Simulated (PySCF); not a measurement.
**Atomic calculation, with input and output: Re³⁺**

Re³⁺, configuration 1s2 2s2 2p6 3s2 3p6 3d10 4s2 4p6 4d10 4f14 5s2 5p6 5d4, multiplicity 5. Computed at this level: unrestricted M06-2X, def2-TZVP with ECP60, scalar-relativistic core potential (PySCF).

### Input
```python
from pyscf import gto, scf, dft, mp, cc
import basis_set_exchange as bse
txt = bse.get_basis("def2-TZVP", elements=["Re"], fmt="nwchem", header=False)
cut = txt.index("\nECP")
mol = gto.M(atom="Re 0 0 0", charge=3, spin=4, symmetry="D2h",
            basis=gto.basis.parse(txt[:cut]),
            ecp={"Re": gto.basis.parse_ecp(txt[cut:])})
mf = dft.UKS(mol, xc="M062X")
mf.irrep_nelec = {'Ag': (2, 1), 'B1g': (1, 0), 'B2g': (1, 0), 'B3g': (1, 0), 'B1u': (1, 1), 'B2u': (1, 1), 'B3u': (1, 1)}
mf.kernel()
```

The script is an equivalent of what the driver set up; the driver started from orbitals of its own, so the log can be shorter than this script's would be, and it computed the properties (radii, ⟨L²⟩, response) afterwards. It also set what the script leaves out: hgrid = 0.8. It held the occupations shell by shell, which the script's counts by irreducible representation don't always enforce.

The run was one of a batch that the task file lists, launched with:
```bash
OMP_NUM_THREADS=1 python <driver script> TASK.json OUT
```

### Log (extracts)
```
damping factor = 0
level_shift factor = 0
DIIS = <class 'pyscf.scf.diis.CDIIS'>
diis_start_cycle = 1
diis_space = 10
diis_damp = 0
SCF conv_tol = 1e-09
SCF conv_tol_grad = None
number electrons alpha = 8  beta = 4
XC functionals = M062X
    Y. Zhao and D. G. Truhlar.,  Theor. Chem. Acc. 120, 215 (2008)
    Y. Zhao and D. G. Truhlar.,  Theor. Chem. Acc. 120, 215 (2008)
cycle= 1 E= -76.256470081449  delta_E= -0.0312  |g|= 0.0315  |ddm|= 0.818
cycle= 2 E= -76.2574041706898  delta_E= -0.000934  |g|= 0.0103  |ddm|= 0.0779
cycle= 3 E= -76.2577011248792  delta_E= -0.000297  |g|= 0.00534  |ddm|= 0.0489
cycle= 4 E= -76.2578472887952  delta_E= -0.000146  |g|= 0.00178  |ddm|= 0.0492
cycle= 5 E= -76.2578625158172  delta_E= -1.52e-05  |g|= 0.000285  |ddm|= 0.0206
cycle= 6 E= -76.2578625513068  delta_E= -3.55e-08  |g|= 5.35e-05  |ddm|= 0.00111
cycle= 7 E= -76.2578625570565  delta_E= -5.75e-09  |g|= 5.46e-06  |ddm|= 0.000446
cycle= 8 E= -76.2578625571481  delta_E= -9.16e-11  |g|= 8.12e-07  |ddm|= 5.32e-05
converged SCF energy = -76.2578625571481  <S^2> = 6.0010469  2S+1 = 5.0004187
```

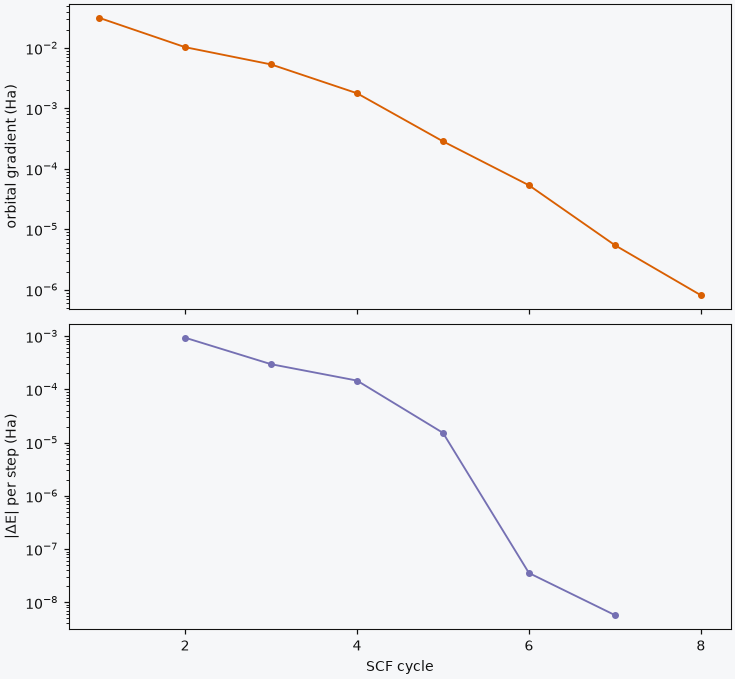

Figure 1. Convergence: orbital gradient and change of the energy from step to step (the smallest changes aren't drawn) against the SCF cycle. The residual falls at every step. It goes from 0.032 to 8.1×10⁻⁷ in 8 steps.

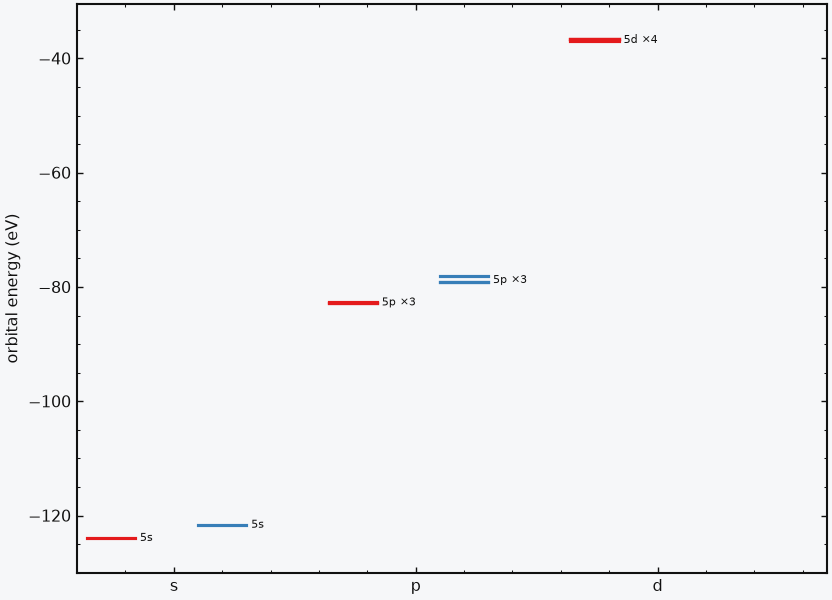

Figure 2. Orbital energies of the mean field, from the top down to −123.9 eV, by angular momentum, α spin at the left of each column and β at the right; ×n counts the orbitals under one label. The highest filled orbital is 5d α at −36.6 eV, the lowest empty one s β at −33.9 eV.

### Outcome

```
                                                quantity                                                                 value
                                                 outcome                                                             converged
total energy (valence electrons, under a core potential)                                                    −76.257863 hartree
                                                    ⟨S²⟩                                                                 6.001
                                                    ⟨L²⟩                                                                  6.10
                                          SCF iterations                                                                     8
                                                hardware  1 thread of Arm Neoverse N1, 77 GiB of memory available, shared host
```

### What is odd here

This input holds a deliberate oddity: grid misses charge; radial grid too coarse. The program ran to the end. Its numbers are those of this setting; this run alone doesn't show how far the oddity moves them.
